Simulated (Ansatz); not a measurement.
Cl2H2OZn

```xyz
6

Zn    0.8537    0.2759   -0.1215
O    -0.0957    0.1786    1.7563
H    -0.8478   -0.3973    1.9582
Cl   -0.6272   -0.2621   -1.5705
Cl    2.8172    0.7661    0.6153
H     0.5383    0.1300    2.4891
```

Method: RKS B3LYP-D4/def2-SVP in Ansatz 0.2.0.

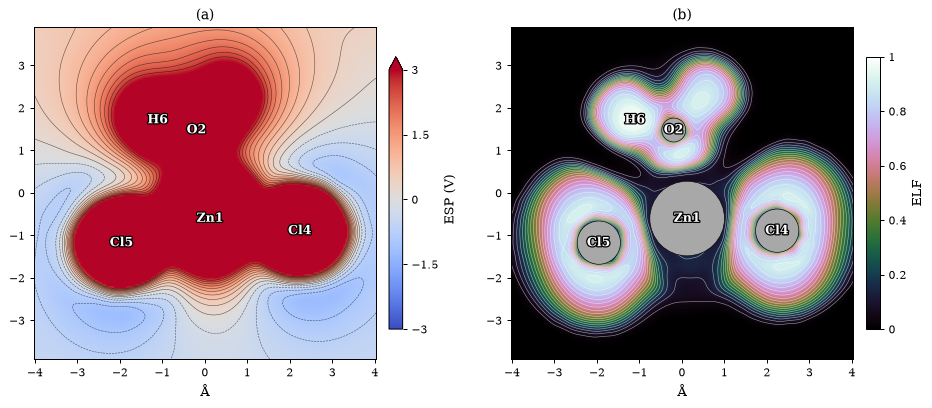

Figure 1. (a) molecular electrostatic potential; (b) ELF on the plane of atoms O2, Zn1 and Cl5. Grey discs cover the atomic cores in the ELF map.

Question: What does the map show?

Answer: Atoms in the plane: Zn, O, Cl and H.
Zn–O (2.11 Å): the ELF peaks at about 0.90 in the valence shell of O, 0.6 Å from its nucleus, and is about 0.10 at the midpoint.
Zn–Cl (2.14 Å): the ELF peaks at about 0.80 in the valence shell of Cl, 0.8 Å from its nucleus, and is about 0.45 at the midpoint.
O–H (0.97 Å): the ELF climbs to about 1 towards the hydrogen, as it does in any bond to H; a covalent bond by its length.
The ELF also peaks beside Cl5 and Cl4, away from the bonds: lone-pair regions.
Outside the dense part of the molecule the potential is most negative (−1.2 V) near Cl4.

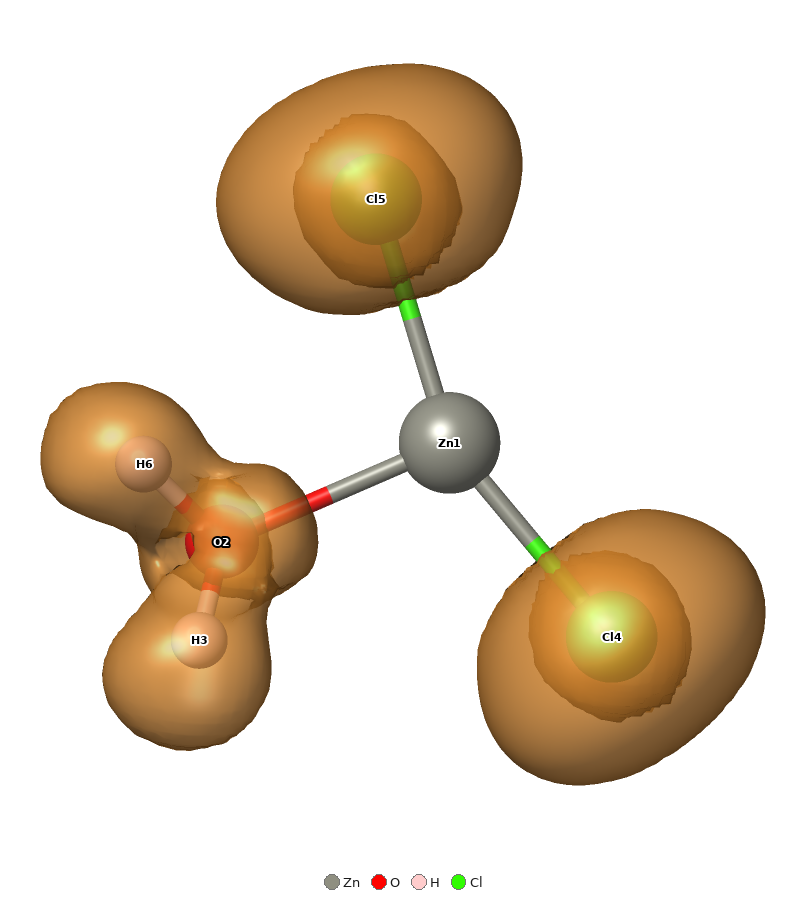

Figure 2. Isosurface of the electron localisation function at 0.75 (orange), seen across its widest extent. Core shells and regions of very low density are left out.

Question: Where are the electrons localised?

Answer: The surface consists of two regions wrapped around Cl (the valence shell of each) and one joined region spread over several atoms (H, O), in which their bonds and any lone pairs are merged.

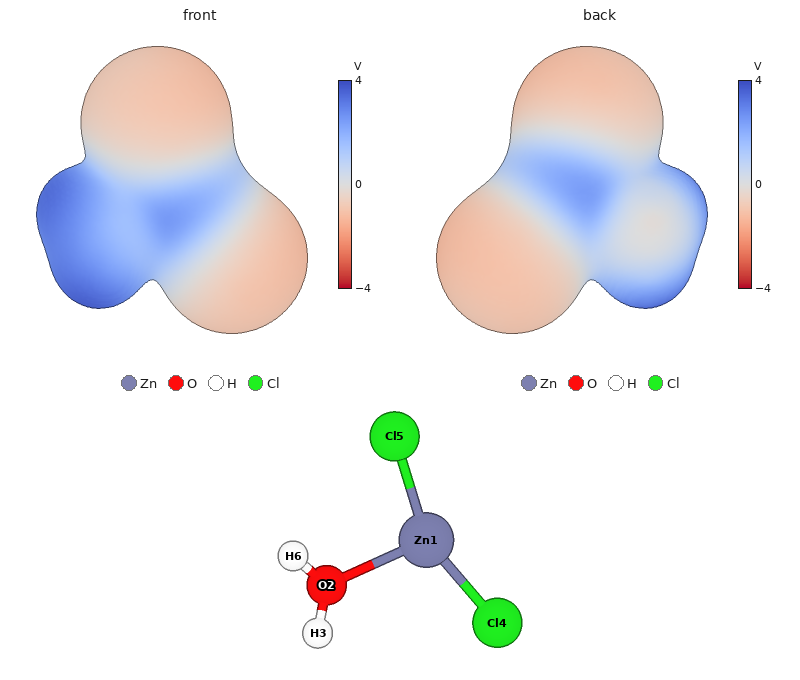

Figure 3. The electrostatic potential painted on the density surface at 0.002 e/bohr³, seen from the front and from behind; red is negative and blue positive. The bare structure is drawn below in the same view.

Question: Which sites attract a positive test charge, and which a negative one?

Answer: A positive charge is drawn to the negative regions and a negative charge to the positive ones. The most negative region (about −1.2 V, or −28 kcal/mol for a unit charge) lies over Cl4 and Cl5, the most positive (about +3.5 V, or +81 kcal/mol for a unit charge) over H3.

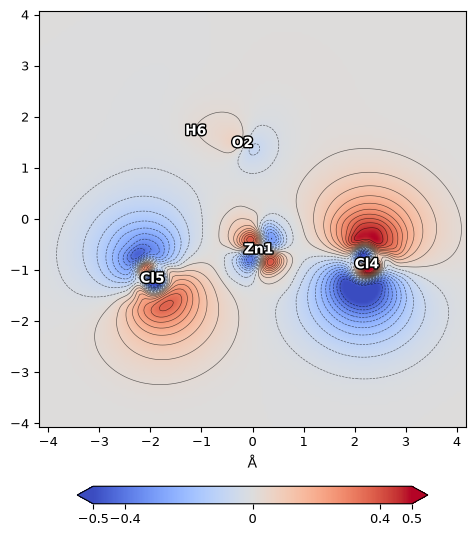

Figure 4. The HOMO−1 on the plane of atoms O2, Zn1 and Cl5 (values in Å⁻³ᐟ²; the overall sign is arbitrary).

Question: Where does this orbital lie, and at what energy?

Answer: By Hirshfeld shares it lies mainly on Cl4 (about 60 %) and Cl5 (about 35 %). Its energy is −7.60 eV.
